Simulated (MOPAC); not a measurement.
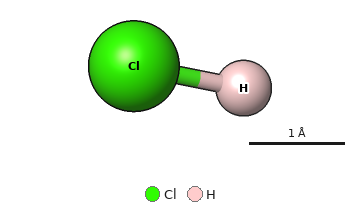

*The starting structure (ball-and-stick view, seen at a tilt).*

Bond lengths as drawn: Cl–H 1.27 Å.

Geometry relaxation, with input and output: HCl (charge +1)

The run: geometry relaxation of HCl, charge +1, multiplicity 2. Method and program: RM1, UHF (MOPAC 23.2.5).

The starting geometry was optimised with RM1.

Input (run.mop)
```
RM1 DISP GNORM=0.05 CHARGE=1 CYCLES=300 DOUBLET AUX(PRECISION=9) THREADS=1
RM1 optimise

Cl     0.558659 +1    -0.129645 +1     0.238202 +1
H     -0.589705 +1     0.124005 +1    -0.244062 +1
```

Launched with:
```bash
mopac run.mop
```

Log
```
MOPAC v23.2.5
RM1 CALCULATION RESULTS

 *  RM1        - The RM1 Hamiltonian to be used
 *  DOUBLET    - SPIN STATE DEFINED AS A DOUBLET
 *
 *
 *
 *                 CHARGE ON SYSTEM = +1
 *
 *
 *
 *  THREADS=1  - MULTI-THREADING NOT USED
 *  CYCLES=    - DO A MAXIMUM OF 300 STEPS
 *  GNORM      - EXIT WHEN GRADIENT NORM DROPS BELOW 0.050
 *  AUX        - OUTPUT AUXILIARY INFORMATION
 *  DISP       - PRINT DISPERSION AND HYDROGEN BOND ENERGIES
RM1 DISP GNORM=0.05 CHARGE=1 CYCLES=300 DOUBLET AUX(PRECISION=9) THREADS=1
 RM1 optimise

   ATOM   CHEMICAL          X               Y               Z
  NUMBER   SYMBOL      (ANGSTROMS)     (ANGSTROMS)     (ANGSTROMS)

     1      Cl          0.55865900  *  -0.12964500  *   0.23820200  *
     2       H         -0.58970500  *   0.12400500  *  -0.24406200  *

          CARTESIAN COORDINATES

    NO.       ATOM           X           Y           Z

     1        Cl          0.5587     -0.1296      0.2382
     2         H         -0.5897      0.1240     -0.2441

           Empirical Formula: H Cl  =     2 atoms

      MOLECULAR POINT GROUP   :   C*v

 DOUBLET STATE CALCULATION

          UHF CALCULATION, NO. OF ALPHA ELECTRONS =    4
                           NO. OF BETA  ELECTRONS =    3

          Geometry optimization using EF

          DIAGONAL MATRIX USED AS START HESSIAN
```

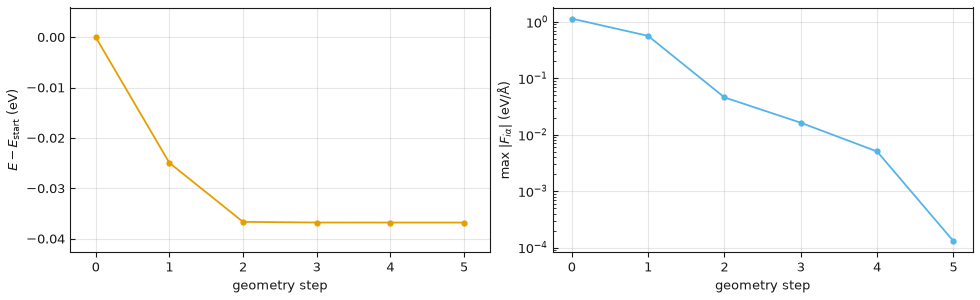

*Progress of the relaxation, step by step (steps are counted from 0).*

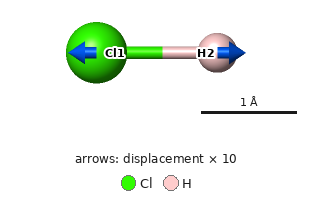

*The starting structure with the displacements as blue arrows, magnified 10 times (ball-and-stick view, seen on its broad side). The two geometries are laid on each other by the best rigid fit.*

The largest moves after the best rigid fit, 0.030 Å, are those of Cl1 and H2. By element the largest moves are H 0.030 Å, Cl 0.030 Å. Among the contacts that change: Cl1–H2 1.271 → 1.331 Å. The energy falls by 0.037 eV in 5 geometry steps. The largest force component goes from 1.1 to 0.00013 eV/Å. (Atoms are counted from 1 in the order of the input.)

```
 CYCLE:     1 TIME:   0.008 TIME LEFT:  2.00D  GRAD.:    41.242 HEAT:  252.0332
 CYCLE:     2 TIME:   0.000 TIME LEFT:  2.00D  GRAD.:    21.002 HEAT:  251.4582
 CYCLE:     3 TIME:   0.000 TIME LEFT:  2.00D  GRAD.:     1.563 HEAT:  251.1881
 CYCLE:     4 TIME:   0.000 TIME LEFT:  2.00D  GRAD.:     0.590 HEAT:  251.1850
 CYCLE:     5 TIME:   0.000 TIME LEFT:  2.00D  GRAD.:     0.193 HEAT:  251.1848
 CYCLE:     6 TIME:   0.000 TIME LEFT:  2.00D  GRAD.:     0.006 HEAT:  251.1848

     GRADIENT =  0.00614 IS LESS THAN CUTOFF =  0.05000

 -------------------------------------------------------------------------------
 RM1 DISP GNORM=0.05 CHARGE=1 CYCLES=300 DOUBLET AUX(PRECISION=9) THREADS=1
 RM1 optimise

     GEOMETRY OPTIMISED USING EIGENVECTOR FOLLOWING (EF).
     SCF FIELD WAS ACHIEVED

                              RM1 CALCULATION

          FINAL HEAT OF FORMATION =        251.18482 KCAL/MOL =    1050.95727 KJ/MOL

          TOTAL ENERGY            =      -8925.69685 KCAL/MOL = ELECTRONIC ENERGY + CORE-CORE REPULSION
          ENERGY OF ATOMS         =       9176.88167 KCAL/MOL
                              SUM =        251.18482 KCAL/MOL
          DISPERSION ENERGY       =          0.00000 KCAL/MOL
                              SUM =        251.18482 KCAL/MOL = FINAL HEAT OF FORMATION

          TOTAL ENERGY            =       -387.05485 EV
          ELECTRONIC ENERGY       =       -450.41438 EV
          CORE-CORE REPULSION     =         63.35953 EV
          COSMO AREA              =         54.89 SQUARE ANGSTROMS
          COSMO VOLUME            =         37.85 CUBIC ANGSTROMS

          GRADIENT NORM           =          0.00614          =       0.00434 PER ATOM
          IONIZATION POTENTIAL    =         20.028313 EV
          ALPHA SOMO LUMO (EV)    =        -21.655 -7.694
          BETA  SOMO LUMO (EV)    =        -20.028-11.815
          NO. OF ALPHA ELECTRONS  =          4
          NO. OF BETA  ELECTRONS  =          3
          MOLECULAR WEIGHT        =         36.4609         POINT GROUP:  C*v

          MOLECULAR DIMENSIONS (Angstroms)

            Atom       Atom       Distance
            H     2   Cl     1     1.33147
            H     2   Cl     1     0.00000
            H     2   Cl     1     0.00000

          SCF CALCULATIONS        =          7

          WALL-CLOCK TIME         =      0.016 SECONDS
          COMPUTATION TIME        =      0.007 SECONDS

   ATOM   CHEMICAL          X               Y               Z
  NUMBER   SYMBOL      (ANGSTROMS)     (ANGSTROMS)     (ANGSTROMS)

     1      Cl          0.57513320  *  -0.13672424  *   0.27347137  *
     2       H         -0.60617920  *   0.13108424  *  -0.27933137  *

                             CARTESIAN COORDINATES

   1   Cl        0.575133197    -0.136724240     0.273471369
   2    H       -0.606179197     0.131084240    -0.279331369

           Empirical Formula: H Cl  =     2 atoms

      MOLECULAR POINT GROUP   :   C*v

          ALPHA EIGENVALUES
 -53.64734 -26.23508 -24.55629 -21.65523  -7.69360

           BETA EIGENVALUES
 -51.70361 -25.21291 -20.02831 -11.81487  -7.40307

              NET ATOMIC CHARGES AND DIPOLE CONTRIBUTIONS

  ATOM NO.   TYPE          CHARGE      No. of ELECS.   s-Pop       p-Pop
    1         Cl           0.712520        6.2875     1.99152     4.29596
    2          H           0.287480        0.7125     0.71252
 DIPOLE           X         Y         Z       TOTAL
 POINT-CHG.    -1.474     0.334    -0.690     1.662
 HYBRID        -0.157     0.036    -0.074     0.177
 SUM           -1.632     0.370    -0.764     1.839

          ATOMIC ORBITAL ELECTRON POPULATIONS

     Atom    s        px        py        pz
    1 Cl   1.99152   1.30094   1.93563   1.05939
    2  H   0.71252

                    (SZ)    =    0.500000
                    (S**2)  =    0.766379

          ATOMIC ORBITAL SPIN POPULATIONS

    Atom   Total    s     px     py     pz
         Atomic
    1 Cl  1.1217 -0.000  0.241  0.041  0.840
    2  H -0.1217 -0.122

 *                    *
 * JOB ENDED NORMALLY *
 *                    *

 TOTAL JOB TIME:             0.02 SECONDS

 == MOPAC DONE ==
```

Trajectory as extended XYZ (Å, eV, eV/Å), 6 frames, from step=0 to step=5
```
2
Properties=species:S:1:pos:R:3:forces:R:3 step=0 energy=10.92919
Cl    0.5587   -0.1296    0.2382    1.1426  -0.2521   0.4796
H    -0.5897    0.1240   -0.2441   -1.1426   0.2521  -0.4796
2
Properties=species:S:1:pos:R:3:forces:R:3 step=1 energy=10.90426
Cl    0.5850   -0.1413    0.2935   -0.5652   0.1301  -0.2799
H    -0.6161    0.1356   -0.2994    0.5652  -0.1301   0.2799
2
Properties=species:S:1:pos:R:3:forces:R:3 step=2 energy=10.89255
Cl    0.5765   -0.1374    0.2725   -0.0459   0.0106   0.0089
H    -0.6076    0.1317   -0.2784    0.0459  -0.0106  -0.0089
2
Properties=species:S:1:pos:R:3:forces:R:3 step=3 energy=10.89241
Cl    0.5755   -0.1369    0.2737   -0.0163   0.0038  -0.0069
H    -0.6066    0.1313   -0.2796    0.0163  -0.0038   0.0069
2
Properties=species:S:1:pos:R:3:forces:R:3 step=4 energy=10.89241
Cl    0.5750   -0.1367    0.2733    0.0050  -0.0012   0.0029
H    -0.6061    0.1310   -0.2792   -0.0050   0.0012  -0.0029
2
Properties=species:S:1:pos:R:3:forces:R:3 step=5 energy=10.89241
Cl    0.5751   -0.1367    0.2735   -0.0001   0.0001  -0.0001
H    -0.6062    0.1311   -0.2793    0.0001  -0.0001   0.0001
```

Results in brief

```tsv
quantity	value
outcome	converged
total energy	−14.224003 hartree
dispersion energy	0.000000 hartree
heat of formation	251.18 kcal/mol
basis functions	5
largest force	0.000 eV/Å
⟨S²⟩	0.766
hardware	1 thread of AMD EPYC (Zen 5), 128 GiB of memory available, shared host
peak memory	0.077 GiB
```

MOPAC's energies along a path are heats of formation.
